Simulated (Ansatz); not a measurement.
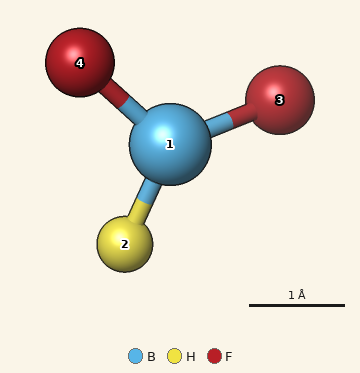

Figure 1. The starting structure (ball-and-stick view, seen at a tilt; atoms are numbered from 1 in the order of the input). Bond lengths as drawn: B–F 1.33 to 1.40 Å and B–H 1.20 Å.

## Molecular dynamics, with input and output: BHF$_{2}$ (part 1 of 5)

System: BHF$_{2}$.
Method: RKS PBE-D4/def2-SVP (Ansatz 0.2.0).

It belongs to a series of runs on one base structure; here: dynamics from the last frame of an earlier run. Figures and captions count atoms from 1; the log counts them from 0 in places.

## The input
```yaml
crystal:
  periodic: [false, false, false]
  atoms:
    - { symbol: B, position_ang: [-0.026885, 0.113281, 0.00081] }
    - { symbol: H, position_ang: [-0.120887, -0.321451, 1.118223] }
    - { symbol: F, position_ang: [1.191707, -0.008921, -0.68216] }
    - { symbol: F, position_ang: [-1.169996, -0.03848, -0.662682] }
basis:
  gaussian: { orbitals: def2-SVP }
hamiltonian:
  xc: pbe
  dispersion: d4
md:
  timestep: 0.5
  n_steps: 150
  ensemble: nvt_langevin
  temperature: 500.0
  initial_velocities: maxwell_boltzmann
  seed: 869274
  friction: 0.01
```

Machine: 1 thread of Arm Neoverse V1, 24 GiB of memory available, shared host.

Command:
```bash
ansatz run input.yaml --threads 1 --pin off --max-ram 2048MiB --backend cpu --events-out ev --progress --plain --runs-dir out
```

## What the program printed
```
Engine: ansatz 0.2.0, aarch64-unknown-linux-gnu
Functional definition: PBE
  parameter kappa = 0.804
  parameter beta = 0.06672455060314922
  exchange = pbe_x(kappa = kappa, mu = beta*pi^2/3)
  correlation = pbe_c(beta = beta)
508 factors; their error is unknown
mean field evaluation 1: about -6116.0345 eV, gradient 3.2e1 eV
mean field evaluation 2: about -6112.3767 eV, gradient 6.0e1 eV
mean field evaluation 4: about -6117.6834 eV, gradient 1.7e0 eV
mean field evaluation 8: about -6117.6611 eV, gradient 2.0e-2 eV
mean field -6117.66111507 eV, -224.8198992792 hartree, gradient 5.0e-5 eV, S^2 0.000000; 0 other end points of the search recorded, 0 dependent functions left out
the calculation of the forces begins
reference -6117.66113885 eV, -224.8199001530 hartree; 12, 12 occupied and 35, 35 virtual orbitals, 508 factors
md step     0: t =     0.00 fs  T =   375.0 K  F+E_penalty+E_count = -6117.69035242 eV  E_kin = 0.193890 eV  (21 SCF iters)
these checks for a lower state are left out or cut short: starts, cluster_reference, orbital_swaps, neighbouring_geometries, increment
508 factors; their error is unknown
mean field evaluation 16: about -6117.6908 eV, gradient 3.9e-2 eV
mean field -6117.69080324 eV, -224.8209902994 hartree, gradient 1.8e-5 eV, S^2 0.000000; 0 other end points of the search recorded, 0 dependent functions left out
the calculation of the forces begins
reference -6117.69082699 eV, -224.8209911721 hartree; 12, 12 occupied and 35, 35 virtual orbitals, 508 factors
md step     1: t =     0.50 fs  T =   406.2 K  F+E_penalty+E_count = -6117.71999722 eV  E_kin = 0.210029 eV  (26 SCF iters)
[... from here on the SCF iterations and repeated set-up lines of each step are left out, up to the last step ...]
md step     2: t =     1.00 fs  T =   465.5 K  F+E_penalty+E_count = -6117.75341412 eV  E_kin = 0.240700 eV  (26 SCF iters)
md step     3: t =     1.50 fs  T =   520.7 K  F+E_penalty+E_count = -6117.79221101 eV  E_kin = 0.269209 eV  (26 SCF iters)
md step     4: t =     2.00 fs  T =   600.9 K  F+E_penalty+E_count = -6117.83701573 eV  E_kin = 0.310705 eV  (26 SCF iters)
md step     5: t =     2.50 fs  T =   663.3 K  F+E_penalty+E_count = -6117.88515120 eV  E_kin = 0.342957 eV  (26 SCF iters)
md step     6: t =     3.00 fs  T =   733.5 K  F+E_penalty+E_count = -6117.93419688 eV  E_kin = 0.379263 eV  (25 SCF iters)
md step     7: t =     3.50 fs  T =   843.5 K  F+E_penalty+E_count = -6117.98329363 eV  E_kin = 0.436111 eV  (25 SCF iters, 3 dispersion substeps)
md step     8: t =     4.00 fs  T =   933.0 K  F+E_penalty+E_count = -6118.03002065 eV  E_kin = 0.482392 eV  (25 SCF iters, 3 dispersion substeps)
md step     9: t =     4.50 fs  T =  1016.1 K  F+E_penalty+E_count = -6118.07099102 eV  E_kin = 0.525371 eV  (23 SCF iters, 3 dispersion substeps)
md step    10: t =     5.00 fs  T =  1147.1 K  F+E_penalty+E_count = -6118.10388810 eV  E_kin = 0.593071 eV  (23 SCF iters, 3 dispersion substeps)
md step    11: t =     5.50 fs  T =  1128.4 K  F+E_penalty+E_count = -6118.12656006 eV  E_kin = 0.583446 eV  (23 SCF iters, 3 dispersion substeps)
md step    12: t =     6.00 fs  T =  1103.4 K  F+E_penalty+E_count = -6118.13954217 eV  E_kin = 0.570525 eV  (23 SCF iters, 3 dispersion substeps)
md step    13: t =     6.50 fs  T =  1154.7 K  F+E_penalty+E_count = -6118.14399904 eV  E_kin = 0.597019 eV  (23 SCF iters, 3 dispersion substeps)
md step    14: t =     7.00 fs  T =  1131.7 K  F+E_penalty+E_count = -6118.14125236 eV  E_kin = 0.585132 eV  (23 SCF iters, 3 dispersion substeps)
md step    15: t =     7.50 fs  T =  1066.3 K  F+E_penalty+E_count = -6118.13469623 eV  E_kin = 0.551333 eV  (23 SCF iters, 3 dispersion substeps)
md step    16: t =     8.00 fs  T =  1045.9 K  F+E_penalty+E_count = -6118.12517168 eV  E_kin = 0.540769 eV  (23 SCF iters, 3 dispersion substeps)
md step    17: t =     8.50 fs  T =   974.2 K  F+E_penalty+E_count = -6118.11500803 eV  E_kin = 0.503700 eV  (21 SCF iters, 3 dispersion substeps)
md step    18: t =     9.00 fs  T =   907.5 K  F+E_penalty+E_count = -6118.10555736 eV  E_kin = 0.469226 eV  (23 SCF iters, 3 dispersion substeps)
md step    19: t =     9.50 fs  T =   844.4 K  F+E_penalty+E_count = -6118.09617539 eV  E_kin = 0.436596 eV  (23 SCF iters, 3 dispersion substeps)
md step    20: t =    10.00 fs  T =   899.6 K  F+E_penalty+E_count = -6118.08640852 eV  E_kin = 0.465112 eV  (23 SCF iters, 3 dispersion substeps)
md step    21: t =    10.50 fs  T =   920.6 K  F+E_penalty+E_count = -6118.07521136 eV  E_kin = 0.476004 eV  (23 SCF iters, 3 dispersion substeps)
md step    22: t =    11.00 fs  T =   868.6 K  F+E_penalty+E_count = -6118.06293119 eV  E_kin = 0.449097 eV  (22 SCF iters, 3 dispersion substeps)
md step    23: t =    11.50 fs  T =   860.0 K  F+E_penalty+E_count = -6118.04890843 eV  E_kin = 0.444670 eV  (23 SCF iters, 3 dispersion substeps)
md step    24: t =    12.00 fs  T =   826.7 K  F+E_penalty+E_count = -6118.03180563 eV  E_kin = 0.427422 eV  (23 SCF iters, 3 dispersion substeps)
md step    25: t =    12.50 fs  T =   730.6 K  F+E_penalty+E_count = -6118.01171637 eV  E_kin = 0.377769 eV  (25 SCF iters, 3 dispersion substeps)
md step    26: t =    13.00 fs  T =   700.1 K  F+E_penalty+E_count = -6117.98832782 eV  E_kin = 0.361989 eV  (25 SCF iters, 3 dispersion substeps)
md step    27: t =    13.50 fs  T =   668.4 K  F+E_penalty+E_count = -6117.96279887 eV  E_kin = 0.345605 eV  (25 SCF iters, 3 dispersion substeps)
md step    28: t =    14.00 fs  T =   624.8 K  F+E_penalty+E_count = -6117.93743019 eV  E_kin = 0.323034 eV  (25 SCF iters, 3 dispersion substeps)
md step    29: t =    14.50 fs  T =   565.0 K  F+E_penalty+E_count = -6117.91219281 eV  E_kin = 0.292117 eV  (25 SCF iters, 3 dispersion substeps)
md step    30: t =    15.00 fs  T =   476.7 K  F+E_penalty+E_count = -6117.88784693 eV  E_kin = 0.246492 eV  (24 SCF iters, 3 dispersion substeps)
md step    31: t =    15.50 fs  T =   424.4 K  F+E_penalty+E_count = -6117.86535354 eV  E_kin = 0.219431 eV  (26 SCF iters, 3 dispersion substeps)
md step    32: t =    16.00 fs  T =   417.3 K  F+E_penalty+E_count = -6117.84485650 eV  E_kin = 0.215761 eV  (26 SCF iters, 3 dispersion substeps)
md step    33: t =    16.50 fs  T =   383.3 K  F+E_penalty+E_count = -6117.82765021 eV  E_kin = 0.198193 eV  (26 SCF iters, 3 dispersion substeps)
md step    34: t =    17.00 fs  T =   356.4 K  F+E_penalty+E_count = -6117.81389338 eV  E_kin = 0.184255 eV  (26 SCF iters, 3 dispersion substeps)
md step    35: t =    17.50 fs  T =   336.5 K  F+E_penalty+E_count = -6117.80168095 eV  E_kin = 0.173966 eV  (22 SCF iters, 3 dispersion substeps)
md step    36: t =    18.00 fs  T =   310.4 K  F+E_penalty+E_count = -6117.79069922 eV  E_kin = 0.160502 eV  (26 SCF iters, 3 dispersion substeps)
md step    37: t =    18.50 fs  T =   304.0 K  F+E_penalty+E_count = -6117.78362200 eV  E_kin = 0.157189 eV  (26 SCF iters, 3 dispersion substeps)
md step    38: t =    19.00 fs  T =   340.6 K  F+E_penalty+E_count = -6117.78239961 eV  E_kin = 0.176084 eV  (26 SCF iters, 3 dispersion substeps)
md step    39: t =    19.50 fs  T =   387.0 K  F+E_penalty+E_count = -6117.78606180 eV  E_kin = 0.200074 eV  (26 SCF iters, 3 dispersion substeps)
md step    40: t =    20.00 fs  T =   406.2 K  F+E_penalty+E_count = -6117.79199021 eV  E_kin = 0.210038 eV  (26 SCF iters, 3 dispersion substeps)
md step    41: t =    20.50 fs  T =   360.2 K  F+E_penalty+E_count = -6117.79831329 eV  E_kin = 0.186257 eV  (25 SCF iters, 3 dispersion substeps)
md step    42: t =    21.00 fs  T =   408.7 K  F+E_penalty+E_count = -6117.80805025 eV  E_kin = 0.211340 eV  (25 SCF iters, 3 dispersion substeps)
md step    43: t =    21.50 fs  T =   425.7 K  F+E_penalty+E_count = -6117.82164707 eV  E_kin = 0.220108 eV  (25 SCF iters, 3 dispersion substeps)
md step    44: t =    22.00 fs  T =   498.0 K  F+E_penalty+E_count = -6117.83775305 eV  E_kin = 0.257507 eV  (25 SCF iters, 3 dispersion substeps)
md step    45: t =    22.50 fs  T =   541.3 K  F+E_penalty+E_count = -6117.85773519 eV  E_kin = 0.279875 eV  (24 SCF iters, 3 dispersion substeps)
md step    46: t =    23.00 fs  T =   619.1 K  F+E_penalty+E_count = -6117.88151436 eV  E_kin = 0.320091 eV  (25 SCF iters, 3 dispersion substeps)
md step    47: t =    23.50 fs  T =   668.3 K  F+E_penalty+E_count = -6117.90690230 eV  E_kin = 0.345561 eV  (25 SCF iters, 3 dispersion substeps)
md step    48: t =    24.00 fs  T =   662.2 K  F+E_penalty+E_count = -6117.93307394 eV  E_kin = 0.342378 eV  (25 SCF iters, 3 dispersion substeps)
md step    49: t =    24.50 fs  T =   700.7 K  F+E_penalty+E_count = -6117.96009688 eV  E_kin = 0.362300 eV  (25 SCF iters, 3 dispersion substeps)
md step    50: t =    25.00 fs  T =   703.1 K  F+E_penalty+E_count = -6117.98570363 eV  E_kin = 0.363510 eV  (25 SCF iters, 3 dispersion substeps)
md step    51: t =    25.50 fs  T =   819.1 K  F+E_penalty+E_count = -6118.00957096 eV  E_kin = 0.423492 eV  (25 SCF iters, 3 dispersion substeps)
md step    52: t =    26.00 fs  T =   913.2 K  F+E_penalty+E_count = -6118.03197185 eV  E_kin = 0.472136 eV  (25 SCF iters, 3 dispersion substeps)
md step    53: t =    26.50 fs  T =   921.4 K  F+E_penalty+E_count = -6118.05076226 eV  E_kin = 0.476380 eV  (22 SCF iters, 3 dispersion substeps)
md step    54: t =    27.00 fs  T =   904.1 K  F+E_penalty+E_count = -6118.06384959 eV  E_kin = 0.467479 eV  (25 SCF iters, 3 dispersion substeps)
md step    55: t =    27.50 fs  T =   891.8 K  F+E_penalty+E_count = -6118.07165732 eV  E_kin = 0.461109 eV  (25 SCF iters, 3 dispersion substeps)
md step    56: t =    28.00 fs  T =   915.9 K  F+E_penalty+E_count = -6118.07527761 eV  E_kin = 0.473537 eV  (24 SCF iters, 3 dispersion substeps)
md step    57: t =    28.50 fs  T =   925.9 K  F+E_penalty+E_count = -6118.07496397 eV  E_kin = 0.478708 eV  (24 SCF iters, 3 dispersion substeps)
md step    58: t =    29.00 fs  T =   902.7 K  F+E_penalty+E_count = -6118.07109171 eV  E_kin = 0.466747 eV  (25 SCF iters, 3 dispersion substeps)
md step    59: t =    29.50 fs  T =   876.5 K  F+E_penalty+E_count = -6118.06315270 eV  E_kin = 0.453195 eV  (25 SCF iters, 3 dispersion substeps)
md step    60: t =    30.00 fs  T =   816.4 K  F+E_penalty+E_count = -6118.05173659 eV  E_kin = 0.422125 eV  (25 SCF iters, 3 dispersion substeps)
md step    61: t =    30.50 fs  T =   835.1 K  F+E_penalty+E_count = -6118.03871452 eV  E_kin = 0.431791 eV  (25 SCF iters, 3 dispersion substeps)
md step    62: t =    31.00 fs  T =   795.1 K  F+E_penalty+E_count = -6118.02338847 eV  E_kin = 0.411120 eV  (25 SCF iters, 3 dispersion substeps)
md step    63: t =    31.50 fs  T =   787.5 K  F+E_penalty+E_count = -6118.00506049 eV  E_kin = 0.407165 eV  (25 SCF iters, 3 dispersion substeps)
md step    64: t =    32.00 fs  T =   745.4 K  F+E_penalty+E_count = -6117.98490957 eV  E_kin = 0.385400 eV  (25 SCF iters, 3 dispersion substeps)
md step    65: t =    32.50 fs  T =   715.5 K  F+E_penalty+E_count = -6117.96430790 eV  E_kin = 0.369936 eV  (25 SCF iters, 3 dispersion substeps)
md step    66: t =    33.00 fs  T =   704.7 K  F+E_penalty+E_count = -6117.94336714 eV  E_kin = 0.364374 eV  (25 SCF iters, 3 dispersion substeps)
md step    67: t =    33.50 fs  T =   696.0 K  F+E_penalty+E_count = -6117.92118036 eV  E_kin = 0.359834 eV  (25 SCF iters, 3 dispersion substeps)
md step    68: t =    34.00 fs  T =   653.0 K  F+E_penalty+E_count = -6117.89995682 eV  E_kin = 0.337627 eV  (25 SCF iters, 3 dispersion substeps)
md step    69: t =    34.50 fs  T =   603.4 K  F+E_penalty+E_count = -6117.88115540 eV  E_kin = 0.311973 eV  (25 SCF iters, 3 dispersion substeps)
md step    70: t =    35.00 fs  T =   595.6 K  F+E_penalty+E_count = -6117.86267922 eV  E_kin = 0.307963 eV  (25 SCF iters, 3 dispersion substeps)
md step    71: t =    35.50 fs  T =   581.3 K  F+E_penalty+E_count = -6117.84497549 eV  E_kin = 0.300560 eV  (22 SCF iters, 3 dispersion substeps)
md step    72: t =    36.00 fs  T =   517.2 K  F+E_penalty+E_count = -6117.82894631 eV  E_kin = 0.267426 eV  (25 SCF iters, 3 dispersion substeps)
md step    73: t =    36.50 fs  T =   514.8 K  F+E_penalty+E_count = -6117.81359302 eV  E_kin = 0.266188 eV  (25 SCF iters, 3 dispersion substeps)
md step    74: t =    37.00 fs  T =   482.2 K  F+E_penalty+E_count = -6117.79919360 eV  E_kin = 0.249303 eV  (25 SCF iters, 3 dispersion substeps)
md step    75: t =    37.50 fs  T =   406.0 K  F+E_penalty+E_count = -6117.78989383 eV  E_kin = 0.209913 eV  (25 SCF iters, 3 dispersion substeps)
md step    76: t =    38.00 fs  T =   429.5 K  F+E_penalty+E_count = -6117.78639572 eV  E_kin = 0.222054 eV  (25 SCF iters, 3 dispersion substeps)
md step    77: t =    38.50 fs  T =   388.7 K  F+E_penalty+E_count = -6117.78660949 eV  E_kin = 0.200957 eV  (25 SCF iters, 3 dispersion substeps)
md step    78: t =    39.00 fs  T =   368.3 K  F+E_penalty+E_count = -6117.79016897 eV  E_kin = 0.190401 eV  (25 SCF iters, 3 dispersion substeps)
md step    79: t =    39.50 fs  T =   388.9 K  F+E_penalty+E_count = -6117.79738025 eV  E_kin = 0.201101 eV  (25 SCF iters, 3 dispersion substeps)
md step    80: t =    40.00 fs  T =   458.9 K  F+E_penalty+E_count = -6117.81020214 eV  E_kin = 0.237256 eV  (25 SCF iters, 3 dispersion substeps)
md step    81: t =    40.50 fs  T =   473.0 K  F+E_penalty+E_count = -6117.82787580 eV  E_kin = 0.244565 eV  (25 SCF iters, 3 dispersion substeps)
md step    82: t =    41.00 fs  T =   521.5 K  F+E_penalty+E_count = -6117.84914876 eV  E_kin = 0.269622 eV  (25 SCF iters, 3 dispersion substeps)
md step    83: t =    41.50 fs  T =   510.5 K  F+E_penalty+E_count = -6117.87269006 eV  E_kin = 0.263935 eV  (25 SCF iters, 3 dispersion substeps)
md step    84: t =    42.00 fs  T =   654.8 K  F+E_penalty+E_count = -6117.89866095 eV  E_kin = 0.338568 eV  (25 SCF iters, 3 dispersion substeps)
md step    85: t =    42.50 fs  T =   681.2 K  F+E_penalty+E_count = -6117.92553287 eV  E_kin = 0.352186 eV  (25 SCF iters, 3 dispersion substeps)
md step    86: t =    43.00 fs  T =   748.0 K  F+E_penalty+E_count = -6117.95172608 eV  E_kin = 0.386749 eV  (25 SCF iters, 3 dispersion substeps)
md step    87: t =    43.50 fs  T =   817.0 K  F+E_penalty+E_count = -6117.97711663 eV  E_kin = 0.422437 eV  (25 SCF iters, 3 dispersion substeps)
md step    88: t =    44.00 fs  T =   834.9 K  F+E_penalty+E_count = -6118.00088552 eV  E_kin = 0.431657 eV  (25 SCF iters, 3 dispersion substeps)
md step    89: t =    44.50 fs  T =   928.4 K  F+E_penalty+E_count = -6118.02404596 eV  E_kin = 0.480015 eV  (22 SCF iters, 3 dispersion substeps)
md step    90: t =    45.00 fs  T =   917.4 K  F+E_penalty+E_count = -6118.04704489 eV  E_kin = 0.474350 eV  (23 SCF iters, 3 dispersion substeps)
md step    91: t =    45.50 fs  T =   987.3 K  F+E_penalty+E_count = -6118.07044465 eV  E_kin = 0.510457 eV  (23 SCF iters, 3 dispersion substeps)
md step    92: t =    46.00 fs  T =  1062.4 K  F+E_penalty+E_count = -6118.09220279 eV  E_kin = 0.549311 eV  (22 SCF iters, 3 dispersion substeps)
md step    93: t =    46.50 fs  T =  1093.4 K  F+E_penalty+E_count = -6118.10748535 eV  E_kin = 0.565350 eV  (23 SCF iters, 3 dispersion substeps)
md step    94: t =    47.00 fs  T =  1068.8 K  F+E_penalty+E_count = -6118.11607027 eV  E_kin = 0.552594 eV  (23 SCF iters, 3 dispersion substeps)
md step    95: t =    47.50 fs  T =  1082.6 K  F+E_penalty+E_count = -6118.11872724 eV  E_kin = 0.559767 eV  (22 SCF iters, 3 dispersion substeps)
md step    96: t =    48.00 fs  T =  1058.1 K  F+E_penalty+E_count = -6118.11618314 eV  E_kin = 0.547101 eV  (22 SCF iters, 3 dispersion substeps)
md step    97: t =    48.50 fs  T =  1080.9 K  F+E_penalty+E_count = -6118.10944410 eV  E_kin = 0.558890 eV  (23 SCF iters, 3 dispersion substeps)
md step    98: t =    49.00 fs  T =  1082.0 K  F+E_penalty+E_count = -6118.09737911 eV  E_kin = 0.559434 eV  (23 SCF iters, 3 dispersion substeps)
md step    99: t =    49.50 fs  T =  1004.1 K  F+E_penalty+E_count = -6118.07844620 eV  E_kin = 0.519169 eV  (23 SCF iters, 3 dispersion substeps)
md step   100: t =    50.00 fs  T =   968.6 K  F+E_penalty+E_count = -6118.05250513 eV  E_kin = 0.500802 eV  (23 SCF iters, 3 dispersion substeps)
md step   101: t =    50.50 fs  T =   909.7 K  F+E_penalty+E_count = -6118.02025823 eV  E_kin = 0.470334 eV  (23 SCF iters, 3 dispersion substeps)
md step   102: t =    51.00 fs  T =   806.6 K  F+E_penalty+E_count = -6117.98321417 eV  E_kin = 0.417063 eV  (23 SCF iters, 3 dispersion substeps)
md step   103: t =    51.50 fs  T =   688.5 K  F+E_penalty+E_count = -6117.94313187 eV  E_kin = 0.355985 eV  (23 SCF iters, 3 dispersion substeps)
md step   104: t =    52.00 fs  T =   625.3 K  F+E_penalty+E_count = -6117.90200851 eV  E_kin = 0.323287 eV  (24 SCF iters, 3 dispersion substeps)
md step   105: t =    52.50 fs  T =   564.3 K  F+E_penalty+E_count = -6117.86118169 eV  E_kin = 0.291762 eV  (25 SCF iters, 3 dispersion substeps)
md step   106: t =    53.00 fs  T =   493.1 K  F+E_penalty+E_count = -6117.82258070 eV  E_kin = 0.254977 eV  (26 SCF iters, 3 dispersion substeps)
md step   107: t =    53.50 fs  T =   414.4 K  F+E_penalty+E_count = -6117.78740530 eV  E_kin = 0.214244 eV  (26 SCF iters, 3 dispersion substeps)
md step   108: t =    54.00 fs  T =   310.6 K  F+E_penalty+E_count = -6117.75687379 eV  E_kin = 0.160578 eV  (22 SCF iters, 3 dispersion substeps)
md step   109: t =    54.50 fs  T =   319.8 K  F+E_penalty+E_count = -6117.73208171 eV  E_kin = 0.165348 eV  (26 SCF iters, 3 dispersion substeps)
md step   110: t =    55.00 fs  T =   298.5 K  F+E_penalty+E_count = -6117.71178079 eV  E_kin = 0.154328 eV  (26 SCF iters, 3 dispersion substeps)
md step   111: t =    55.50 fs  T =   278.3 K  F+E_penalty+E_count = -6117.69456145 eV  E_kin = 0.143872 eV  (26 SCF iters, 3 dispersion substeps)
md step   112: t =    56.00 fs  T =   246.2 K  F+E_penalty+E_count = -6117.68141306 eV  E_kin = 0.127311 eV  (26 SCF iters, 3 dispersion substeps)
md step   113: t =    56.50 fs  T =   217.7 K  F+E_penalty+E_count = -6117.67534941 eV  E_kin = 0.112568 eV  (26 SCF iters, 3 dispersion substeps)
md step   114: t =    57.00 fs  T =   233.8 K  F+E_penalty+E_count = -6117.67794315 eV  E_kin = 0.120868 eV  (26 SCF iters, 3 dispersion substeps)
md step   115: t =    57.50 fs  T =   272.1 K  F+E_penalty+E_count = -6117.68976386 eV  E_kin = 0.140697 eV  (26 SCF iters, 3 dispersion substeps)
md step   116: t =    58.00 fs  T =   339.8 K  F+E_penalty+E_count = -6117.70991297 eV  E_kin = 0.175690 eV  (26 SCF iters, 3 dispersion substeps)
md step   117: t =    58.50 fs  T =   362.2 K  F+E_penalty+E_count = -6117.73825279 eV  E_kin = 0.187269 eV  (26 SCF iters, 3 dispersion substeps)
md step   118: t =    59.00 fs  T =   432.5 K  F+E_penalty+E_count = -6117.77652330 eV  E_kin = 0.223597 eV  (26 SCF iters, 3 dispersion substeps)
md step   119: t =    59.50 fs  T =   558.1 K  F+E_penalty+E_count = -6117.82204255 eV  E_kin = 0.288584 eV  (26 SCF iters, 3 dispersion substeps)
md step   120: t =    60.00 fs  T =   603.2 K  F+E_penalty+E_count = -6117.86825956 eV  E_kin = 0.311904 eV  (26 SCF iters, 3 dispersion substeps)
md step   121: t =    60.50 fs  T =   724.8 K  F+E_penalty+E_count = -6117.91392486 eV  E_kin = 0.374756 eV  (23 SCF iters, 3 dispersion substeps)
md step   122: t =    61.00 fs  T =   819.9 K  F+E_penalty+E_count = -6117.95711043 eV  E_kin = 0.423945 eV  (23 SCF iters, 3 dispersion substeps)
md step   123: t =    61.50 fs  T =   931.1 K  F+E_penalty+E_count = -6117.99538614 eV  E_kin = 0.481398 eV  (23 SCF iters, 3 dispersion substeps)
md step   124: t =    62.00 fs  T =  1018.9 K  F+E_penalty+E_count = -6118.02774924 eV  E_kin = 0.526797 eV  (23 SCF iters, 3 dispersion substeps)
md step   125: t =    62.50 fs  T =  1088.3 K  F+E_penalty+E_count = -6118.05273992 eV  E_kin = 0.562712 eV  (23 SCF iters, 3 dispersion substeps)
md step   126: t =    63.00 fs  T =  1110.5 K  F+E_penalty+E_count = -6118.06978696 eV  E_kin = 0.574178 eV  (22 SCF iters, 3 dispersion substeps)
md step   127: t =    63.50 fs  T =  1074.5 K  F+E_penalty+E_count = -6118.07989866 eV  E_kin = 0.555564 eV  (23 SCF iters, 3 dispersion substeps)
md step   128: t =    64.00 fs  T =  1070.5 K  F+E_penalty+E_count = -6118.08448561 eV  E_kin = 0.553501 eV  (23 SCF iters, 3 dispersion substeps)
md step   129: t =    64.50 fs  T =  1012.8 K  F+E_penalty+E_count = -6118.08429859 eV  E_kin = 0.523674 eV  (23 SCF iters, 3 dispersion substeps)
md step   130: t =    65.00 fs  T =  1024.9 K  F+E_penalty+E_count = -6118.08119245 eV  E_kin = 0.529933 eV  (23 SCF iters, 3 dispersion substeps)
md step   131: t =    65.50 fs  T =   982.6 K  F+E_penalty+E_count = -6118.07534195 eV  E_kin = 0.508061 eV  (23 SCF iters, 3 dispersion substeps)
md step   132: t =    66.00 fs  T =   952.9 K  F+E_penalty+E_count = -6118.06711857 eV  E_kin = 0.492670 eV  (23 SCF iters, 3 dispersion substeps)
```
